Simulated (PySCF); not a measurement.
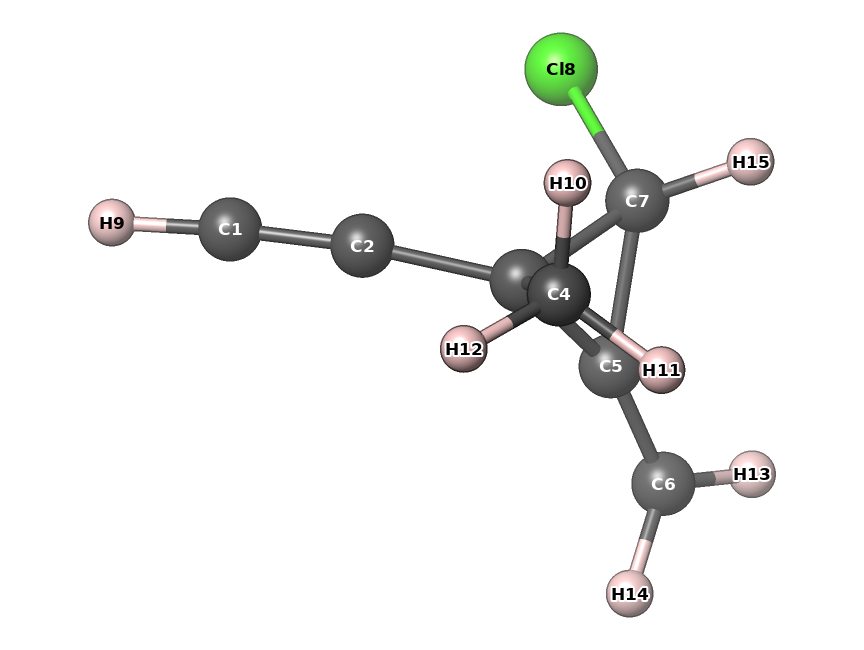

C3 lies behind C4. The molecule seen a little off the C4–C3 bond, C4 in front. Distant atoms are faded towards the background colour. Geometry: a frame of a GFN2-xTB molecular-dynamics simulation, not a minimum.

What is the torsion angle H10–C4–C3–C7? The sign is positive where the front bond must turn clockwise to cover the back bond.

Answer. 62°, synclinal (gauche). The bonds about C4–C3 are eclipsed.
